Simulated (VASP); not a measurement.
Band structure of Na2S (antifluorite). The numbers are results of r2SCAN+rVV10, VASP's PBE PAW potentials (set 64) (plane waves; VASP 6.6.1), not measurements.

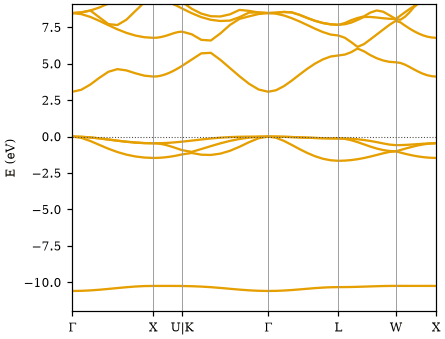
Figure. Bands along high-symmetry lines, zero at the valence-band maximum or, without a gap, the Fermi level

Q: Read the plot: is there a gap, and where are the band edges?

A: The gap is direct, 3.07 eV, from the valence maximum at Γ to the conduction minimum at Γ.

The compound is Na2S in the antifluorite structure. It was relaxed first.
